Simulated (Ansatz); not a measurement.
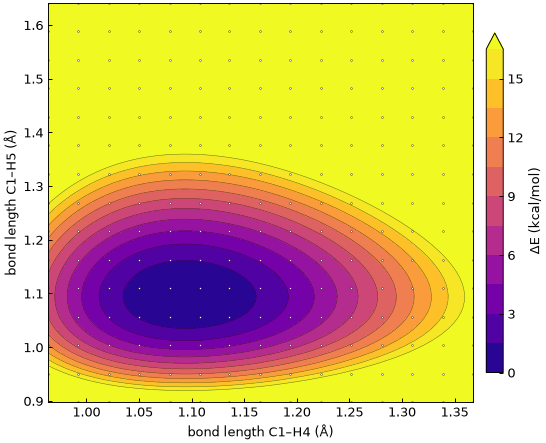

CH₄AlO, SMILES [CH2]1[OH+][AlH]1, charge +1. 
- First axis: bond length C1–H4. Second axis: bond length C1–H5.
- Nothing is relaxed (all other coordinates rigid).
- The grid has 15 × 15 points.
- Points are written as (first, second).
- Energies: kcal/mol, counted from the relaxed molecule at the same level.
- The reference is spin-restricted, which grows unreliable where a bond is stretched far.
- Level of theory: RKS PBE-D4/def2-TZVP in Ansatz.

The picture shows filled contours, dots at the grid points, one colour for all values above the top of the scale. Between grid points the surface is interpolated.

Estimate the position of the minimum and the force constants in these coordinates.

The interpolated minimum is at bond length C1–H4 ≈ 1.094 Å, bond length C1–H5 ≈ 1.094 Å. The curvatures there are about 33 eV/Å² and 33 eV/Å², with a cross term of about 0 eV/Å². Round the minimum the contours are nearly round: the two directions are equally stiff and uncoupled. (1 eV is 23.1 kcal/mol.)
